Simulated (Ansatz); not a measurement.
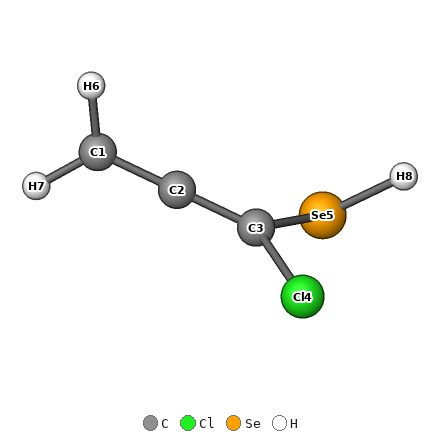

The system is C₃H₃ClSe, SMILES C=C=C(Cl)[SeH]; the picture shows the reference structure. Coordinates scanned: (1) angle C1–C2–C3 (carried through 180); (2) change of the bonds C2–C1, C2–C3, all alike. Nothing is relaxed (all other coordinates rigid). Grid: 15 × 15 points. Points are written as (first, second). Energies are in eV, from the relaxed molecule at the same level. Method: RHF/def2-SVP (Ansatz).

Its coordinates:

```
atom    x (Å)    y (Å)    z (Å)
   C   0.2062   1.7592   0.2058
   C  -0.0282   0.5175  -0.0874
   C  -0.2479  -0.7273  -0.3816
  Cl  -1.7366  -1.2052  -1.1606
  Se   1.0672  -2.0804  -0.0712
   H  -0.1048   2.1749   1.1570
   H   0.7183   2.4107  -0.4925
   H   0.2178  -2.9066   0.7748
```

Range: angle C1–C2–C3 (carried through 180) from 140.0 to 220.0°; change of the bonds C2–C1, C2–C3, all alike from −0.143 to 0.221 Å.

**What landscape does the calculation give?**

The lowest grid point is at (180.0°, 0.013 Å), 0.013 eV from the relaxed molecule at the same level. It is the only kind of minimum in the scanned range. The highest grid point, (140.0°, −0.143 Å), lies 3.12 eV above the lowest. Round the minimum the two coordinates are nearly uncoupled.

| second ↓, first → | 140.0 | 145.7 | 151.4 | 157.1 | 162.9 | 168.6 | 174.3 | 180.0 | 185.7 | 191.4 | 197.1 | 202.9 | 208.6 | 214.3 | 220.0 |
| --- | --- | --- | --- | --- | --- | --- | --- | --- | --- | --- | --- | --- | --- | --- | --- |
| 0.221 | 2.86 | 2.78 | 2.71 | 2.66 | 2.62 | 2.59 | 2.58 | 2.58 | 2.59 | 2.61 | 2.64 | 2.69 | 2.75 | 2.82 | 2.91 |
| 0.195 | 2.43 | 2.33 | 2.25 | 2.19 | 2.14 | 2.11 | 2.10 | 2.09 | 2.11 | 2.13 | 2.17 | 2.22 | 2.29 | 2.37 | 2.47 |
| 0.169 | 2.03 | 1.91 | 1.82 | 1.75 | 1.70 | 1.66 | 1.65 | 1.64 | 1.65 | 1.68 | 1.73 | 1.78 | 1.86 | 1.95 | 2.06 |
| 0.143 | 1.66 | 1.54 | 1.44 | 1.36 | 1.30 | 1.26 | 1.23 | 1.23 | 1.24 | 1.27 | 1.32 | 1.39 | 1.47 | 1.57 | 1.70 |
| 0.117 | 1.35 | 1.21 | 1.09 | 1.00 | 0.94 | 0.89 | 0.87 | 0.86 | 0.87 | 0.91 | 0.96 | 1.03 | 1.12 | 1.24 | 1.38 |
| 0.091 | 1.08 | 0.93 | 0.80 | 0.70 | 0.63 | 0.58 | 0.55 | 0.54 | 0.56 | 0.59 | 0.65 | 0.73 | 0.83 | 0.96 | 1.11 |
| 0.065 | 0.88 | 0.71 | 0.58 | 0.47 | 0.39 | 0.33 | 0.30 | 0.29 | 0.31 | 0.35 | 0.41 | 0.49 | 0.61 | 0.74 | 0.91 |
| 0.039 | 0.76 | 0.57 | 0.42 | 0.31 | 0.22 | 0.15 | 0.12 | 0.11 | 0.13 | 0.17 | 0.24 | 0.33 | 0.45 | 0.60 | 0.78 |
| 0.013 | 0.72 | 0.52 | 0.36 | 0.23 | 0.13 | 0.06 | 0.02 | 0.01 | 0.03 | 0.08 | 0.15 | 0.25 | 0.38 | 0.54 | 0.73 |
| −0.013 | 0.77 | 0.56 | 0.39 | 0.25 | 0.14 | 0.07 | 0.03 | 0.01 | 0.03 | 0.08 | 0.16 | 0.27 | 0.41 | 0.58 | 0.79 |
| −0.039 | 0.95 | 0.72 | 0.53 | 0.38 | 0.27 | 0.19 | 0.14 | 0.13 | 0.15 | 0.20 | 0.28 | 0.40 | 0.55 | 0.74 | 0.96 |
| −0.065 | 1.25 | 1.01 | 0.81 | 0.65 | 0.52 | 0.43 | 0.38 | 0.37 | 0.39 | 0.44 | 0.53 | 0.66 | 0.82 | 1.02 | 1.26 |
| −0.091 | 1.70 | 1.44 | 1.23 | 1.06 | 0.92 | 0.83 | 0.78 | 0.76 | 0.78 | 0.84 | 0.93 | 1.07 | 1.24 | 1.45 | 1.70 |
| −0.117 | 2.32 | 2.05 | 1.82 | 1.64 | 1.49 | 1.40 | 1.34 | 1.32 | 1.34 | 1.40 | 1.50 | 1.65 | 1.83 | 2.05 | 2.32 |
| −0.143 | 3.14 | 2.85 | 2.61 | 2.41 | 2.26 | 2.16 | 2.09 | 2.07 | 2.10 | 2.16 | 2.27 | 2.42 | 2.61 | 2.85 | 3.13 |

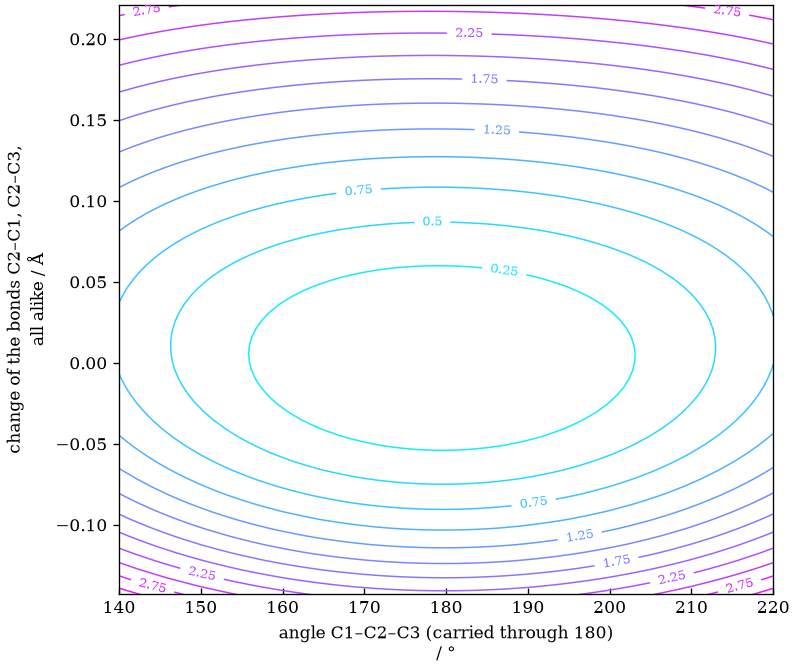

In the figure: contour lines labelled in eV. Between grid points the surface is interpolated.

The whole map (225 points run) took 12 min on 1 thread of Arm Neoverse V2 (shared host).
